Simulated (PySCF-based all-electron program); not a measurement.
```xyz
2
charge 0, multiplicity 1
Li    0.0000    0.0000    0.0000
Na    0.0000    0.0000    2.8850
```

Geometry: a fixed input geometry, not necessarily a minimum.

What structure does this define?

It has 2 atoms: 1 lithium and 1 sodium (LiNa).

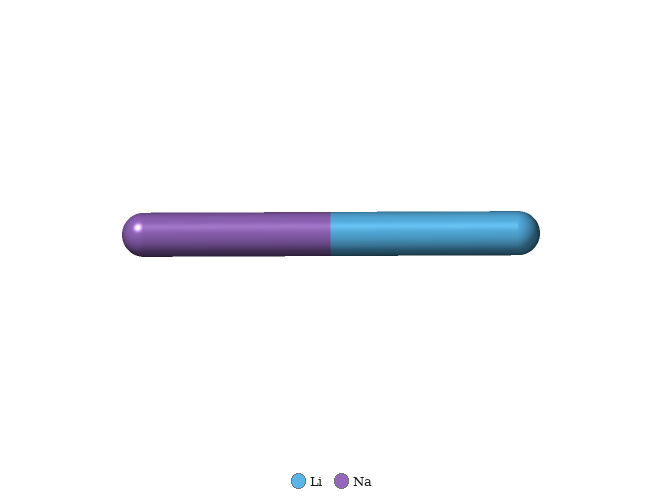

Figure made from data computed with PySCF-based all-electron program.
